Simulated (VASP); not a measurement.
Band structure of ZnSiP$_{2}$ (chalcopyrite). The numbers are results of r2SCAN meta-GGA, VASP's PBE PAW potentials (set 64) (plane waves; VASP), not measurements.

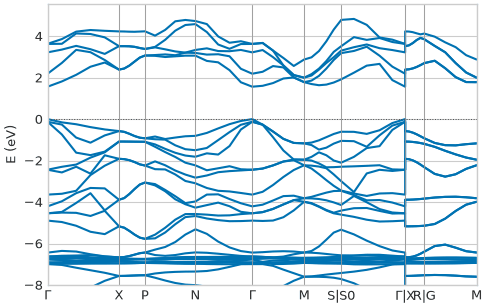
*Bands along high-symmetry lines, zero at the valence-band maximum or, without a gap, the Fermi level*

Q: Read the plot: is there a gap, and where are the band edges?

A: The gap is direct, 1.56 eV, from the valence maximum at Γ to the conduction minimum at Γ.

The compound is ZnSiP2 in the chalcopyrite structure. It was relaxed first.
